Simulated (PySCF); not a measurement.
SMILES [O]C(COC)C, doublet, GFN2-xTB optimised geometry. Atoms within 1.6 Å of the plane z = 1.2 Å (x, y, z in Å): C1 (0.74, -1.20, 1.30), O2 (0.18, 0.06, 1.10), C3 (0.70, 0.72, 0.00), H7 (0.70, -1.73, 0.31), H8 (0.15, -1.72, 2.05), H9 (1.80, -1.14, 1.59), H10 (1.80, 0.72, 0.00), H11 (0.30, 1.73, 0.00).

Method: unrestricted B3LYP/def2-TZVP in PySCF. Cells within 0.4 Å of a nucleus heavier than hydrogen are left out (blank, or x).

Map of the log10 of the electron density (e/bohr³), floored at −4 on the plane z = 1.2 Å:

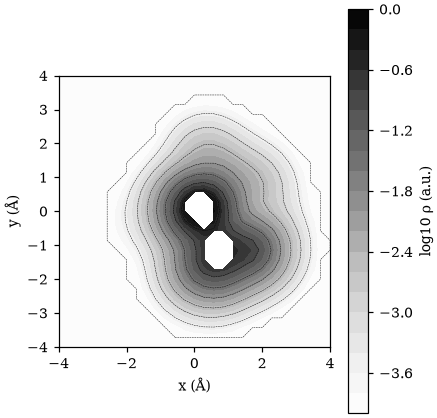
Figure: Log10 of the electron density (e/bohr³), floored at −4 on the plane z = 1.2 Å.
